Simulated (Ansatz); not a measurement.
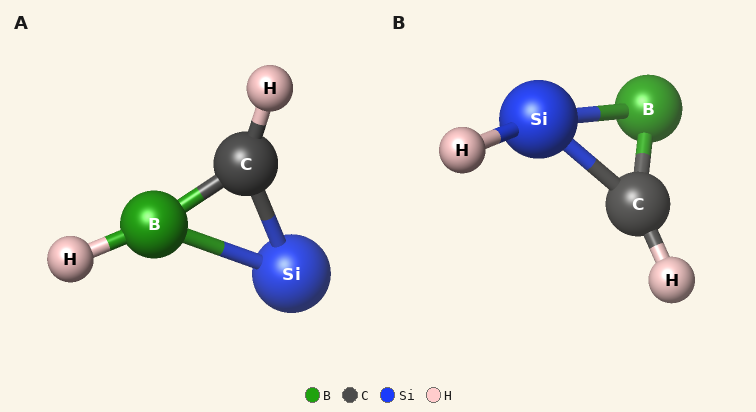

2 stationary structures of one formula. State: neutral, doublet. Geometries: PBE0-D4/def2-TZVP. Electronic energies: UHF-CCSD(T) (frozen core)/def2-TZVPP (Ansatz 0.2.0), without zero-point energy. No frequency run is at hand to confirm each as a minimum.

**Which structure is the most stable?**

A is lowest (Cs); B lies 1.651 eV above it (Cs).
